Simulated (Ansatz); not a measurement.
Group exchange: HOF + CHBr2I → HOI + CHBr2F

Species: HOF (hypofluorous acid) `OF`, singlet; CHBr2I (dibromoiodomethane) `BrC(Br)I`, singlet; HOI (hypoiodous acid) `OI`, singlet; CHBr2F (dibromofluoromethane) `FC(Br)Br`, singlet. The partners trade F for I: O–F and C–I bonds give way to O–I and C–F.

Shapes, held fixed at every level: PBE0-D4/def2-TZVP. Programs: Ansatz 0.2.0. The zero-point and thermal change to 298 K, harmonic and unscaled (PBE0-D4/def2-TZVP), is +1.5 kJ/mol.

```json
{"level": "HF/def2-SVP", "kind": "Hartree–Fock", "ΔH(298 K) (kJ/mol)": "-271.0", "less CCSD(T)/def2-TZVPP": "-24.5"}
{"level": "r2SCAN-D4/def2-TZVPP", "kind": "meta-GGA", "ΔH(298 K) (kJ/mol)": "-256.9", "less CCSD(T)/def2-TZVPP": "-10.4"}
{"level": "BHLYP-D4/def2-TZVPP", "kind": "global hybrid", "ΔH(298 K) (kJ/mol)": "-262.9", "less CCSD(T)/def2-TZVPP": "-16.4"}
{"level": "B2PLYP/def2-TZVPP", "kind": "double hybrid", "ΔH(298 K) (kJ/mol)": "-258.6", "less CCSD(T)/def2-TZVPP": "-12.1"}
{"level": "CCSD(T)/def2-SVP", "kind": "coupled cluster or CI", "ΔH(298 K) (kJ/mol)": "-233.5", "less CCSD(T)/def2-TZVPP": "+13.0"}
{"level": "CCSD/def2-SVP", "kind": "coupled cluster or CI", "ΔH(298 K) (kJ/mol)": "-239.3", "less CCSD(T)/def2-TZVPP": "+7.2"}
{"level": "CCSD/def2-TZVPP", "kind": "coupled cluster or CI", "ΔH(298 K) (kJ/mol)": "-253.0", "less CCSD(T)/def2-TZVPP": "-6.5"}
{"level": "CCSD(T)/def2-TZVPP", "kind": "coupled cluster or CI", "ΔH(298 K) (kJ/mol)": "-246.5", "less CCSD(T)/def2-TZVPP": "0.0"}
```

The highest level, CCSD(T)/def2-TZVPP, gives ΔH(298 K) = -246.5 kJ/mol; the levels span -271.0 to -233.5. The column of differences is taken from that level and isn't an error. No measured value is set beside it here. For atoms past krypton def2 sets carry core potentials with scalar relativity. Relativity is left out for Br unless named. Correlated rows may include outer-core shells of Br, I, which these sets cover unevenly.

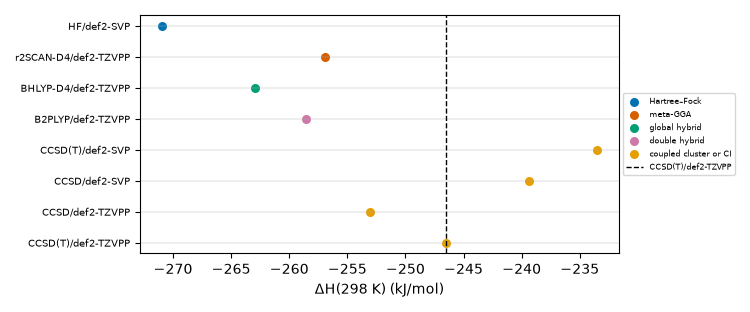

The values of the table, level by level.
